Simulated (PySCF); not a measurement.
SMILES [SiH2]([SiH2]C(=O)O)[SeH] (CH₆O₂SeSi₂) at its GFN2-xTB optimised geometry (Å):

```
12

O      2.9141     0.7613     1.2641
C      2.0469     0.4394     0.4964
O      1.2889     1.3393    -0.1500
Si     1.5145    -1.3378     0.0000
Si    -0.8089    -1.3378     0.0000
Se    -1.5121     0.8477     0.0000
H      1.5245     2.2557     0.0778
H      2.0878    -1.5414    -1.3340
H      2.1507    -2.2557     0.9420
H     -1.4401    -1.9550     1.1715
H     -1.4198    -1.9638    -1.1754
H     -2.9141     0.5415     0.0878
```

Method: PBE0/def2-TZVP (PySCF). Cells within 0.4 Å of a nucleus heavier than hydrogen are left out (blank, or x).

Map of the electron localisation function on the plane z = 1.0 Å:

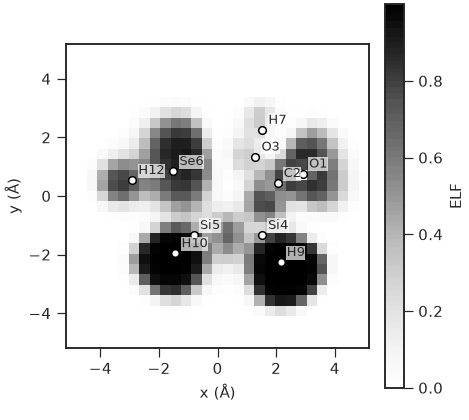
*Electron localisation function on the plane z = 1.0 Å.*
